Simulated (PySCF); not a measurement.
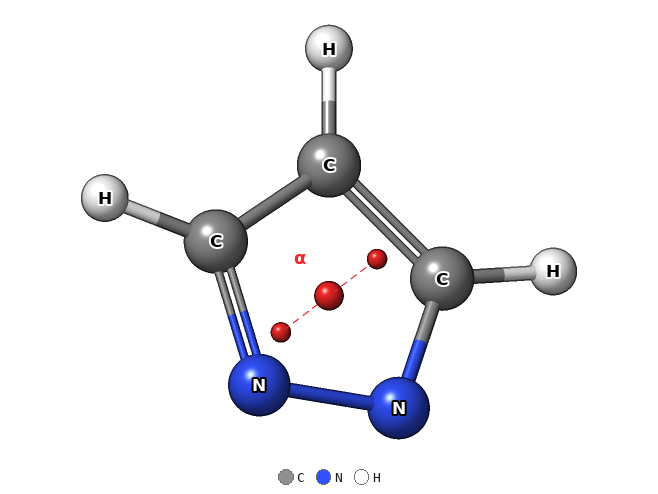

The small points mark where nucleus-independent chemical shifts (NICS) were computed: at the centre of each lettered ring and 1 Å above and below it. State: charge −1, singlet. The geometry was computed by an optimisation with PBE0-D3(BJ)/def2-SVP. No frequency run is at hand to confirm it as a minimum. Method: GIAO PBE/pcSseg-2 NMR shielding, non-relativistic, gas phase (PySCF 2.14.0).

Give NICS(0), NICS(1) and the out-of-plane component NICS(1)zz for each ring (means of the two sides).

```
ring  members  NICS(0)  NICS(1)  NICS(1)zz
   α     C3N2    −12.8    −11.9      −36.5
```

Values in ppm.

What do the values say about the ring currents?

Answer. Ring α: diatropic, as in an aromatic ring. NICS is one index among several.
